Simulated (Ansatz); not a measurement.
C₂H₃ClInNO (SMILES [CH3][In]([Cl])[N]=C=O)

```csv
atom,x (Å),y (Å),z (Å)
C,-0.4173,-1.5814,1.1838
In,0.4596,-0.0917,-0.0413
Cl,2.7089,0.0407,-0.6168
N,-0.5836,1.4363,-0.8757
C,-0.3304,2.3808,-1.5789
O,-0.1575,3.3146,-2.2576
H,-0.0697,-2.5619,0.8612
H,-1.5017,-1.5213,1.1093
H,-0.1082,-1.4162,2.2160
```

Geometry: PBE0-D4/def2-TZVP; core potentials replace the inner electrons of In.

Method: RKS PBE0-D4/def2-TZVPP (Ansatz).

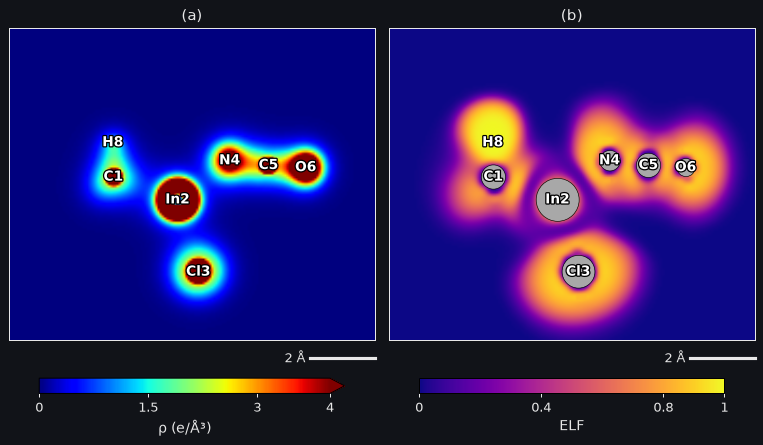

Figure 1. (a) electron density; (b) ELF on the plane of atoms In2, N4 and C5. Grey discs cover the atomic cores in the ELF map.

Question: Describe what can be read from this map.

Answer:
- The section cuts through C, In, Cl, N, O and H sites.
- C–O (1.17 Å): ρ at the midpoint is about 3.7 e/Å³; the ELF peaks at about 0.85 between the atoms: a multiple bond.
- C–N (1.20 Å): ρ at the midpoint is about 3.2 e/Å³; the ELF peaks at about 0.85 between the atoms; a multiple bond.
- In–N (2.03 Å): the density is about 0.73 e/Å³ at the midpoint; the ELF peaks at about 0.85 in the valence shell of N, 0.6 Å from its nucleus, and drops to about 0.15 between the two atoms.
- C–In (2.12 Å): the density is about 0.72 e/Å³ at the midpoint; the ELF peaks at about 0.85 in the valence shell of C, 0.7 Å from its nucleus, and drops to about 0.20 between the two atoms.
- In–Cl (2.33 Å): ρ at the midpoint is about 0.59 e/Å³; the ELF peaks at about 0.80 in the valence shell of Cl, 0.8 Å from its nucleus, and drops to about 0.15 between the two atoms.
- The ELF also peaks beside Cl3, O6 and N4, away from the bonds: lone-pair regions.

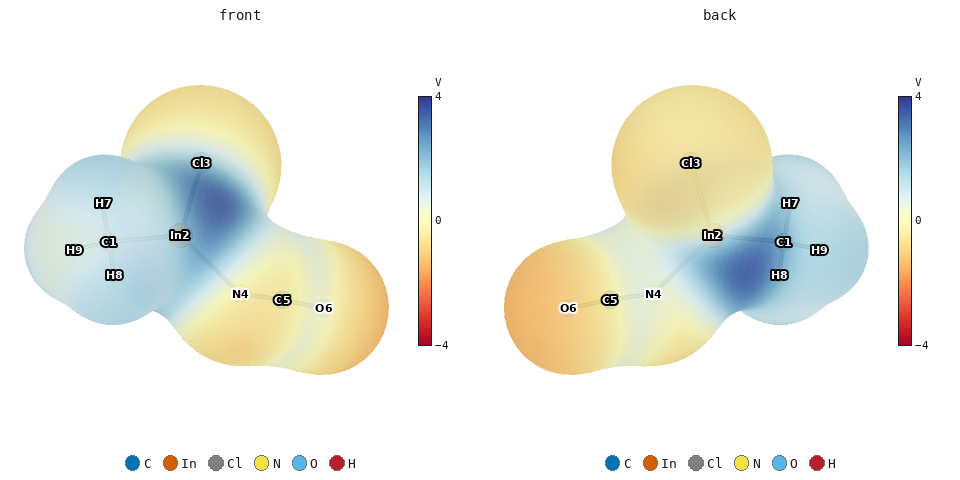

Figure 2. The electrostatic potential painted on the density surface at 0.002 e/bohr³, seen from the front and from behind; red is negative and blue positive.

Question: Describe the electrostatic potential map.

Answer: The most negative region (about −1.3 V) lies over O6, the most positive (about +3.5 V) over In2. O6 is the likeliest acceptor of a hydrogen bond.
